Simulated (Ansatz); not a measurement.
Breaking a bond: AlH (anion, charge -1), lowest doublet found (which spin is the ground state isn't settled by this scan).

- UCCSD = CCSD on UHF/aug-cc-pVTZ, frozen core run with Ansatz (an electronic-structure program)
- UHF/aug-cc-pVTZ (Ansatz)
- FCI = full CI/aug-cc-pVTZ, frozen core (Ansatz)

Energies are in kcal/mol, each relative to the lowest point of its own curve between 1.38 and 2.04 Å, where full CI is lowest.

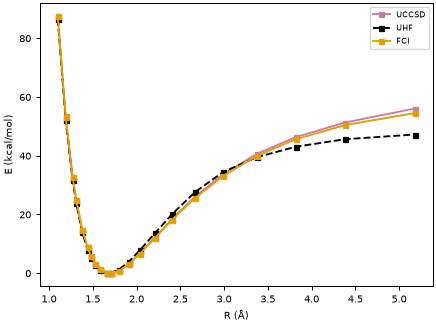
Figure: Energy against bond length for each method.

```csv
R / Å,UCCSD,UHF,FCI
1.10,87.7,86.5,87.6
1.19,53.4,52.3,53.4
1.27,32.7,31.7,32.7
1.31,25.0,24.0,25.0
1.38,14.9,14.0,14.9
1.44,8.8,8.0,8.8
1.48,5.8,5.2,5.9
1.53,3.2,2.7,3.2
1.58,1.4,1.0,1.4
1.66,0.1,0.0,0.1
1.71,0.0,0.1,0.0
1.80,0.9,1.3,0.8
1.91,3.1,3.9,3.1
2.04,6.8,7.9,6.7
2.21,12.2,13.6,12.0
2.41,18.6,20.2,18.3
2.67,26.1,27.7,25.7
2.99,33.7,34.5,33.1
3.38,40.7,39.6,40.0
3.82,46.3,43.1,45.6
4.38,51.3,45.6,50.4
5.18,56.1,47.2,54.5
```

At the longest distance, 5.18 Å, UCCSD lies highest above its minimum (56.1 kcal/mol) and UHF lowest (47.2 kcal/mol).

The unrestricted determinant behind UCCSD, UHF is spin-contaminated at 1.10 to 1.80, 2.99 to 5.18 Å (<S²> up to 1.7, against 0.75 for a pure doublet). Where the anion isn't bound against loss of the electron, the finite basis alone holds it.
